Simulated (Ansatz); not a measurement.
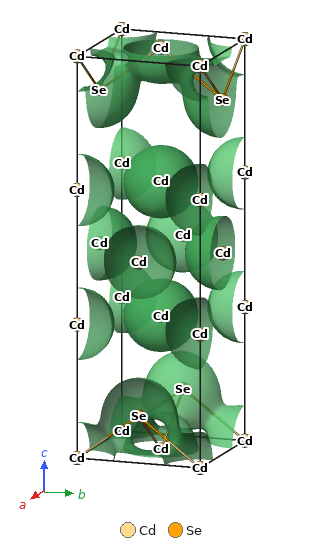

The picture shows: Cd4Se. Isosurface of the valence electron density at 0.2 e/Å³ (green), seen slightly off an axis. Sticks mark near contacts.

Space group P4/nmm; a generated structure, not necessarily the stable one.

Level of theory: Ansatz, DFT PBE, scalar-relativistic, plane waves, PAW.

The density is the valence pseudo-density of a PAW calculation; it isn't the true density close to the nuclei.

### What does this surface tell about the bonding?

At this value the density is joined into sheets; it holds about 90 % of the electrons treated as valence (semicore included). It bridges the sampled Cd–Se (2.76 Å) contacts, where the density stays above the isovalue. On the grid the lowest density along these lines, outside the cores, is 0.3 e/Å³ (Cd–Se, 2.76 Å).
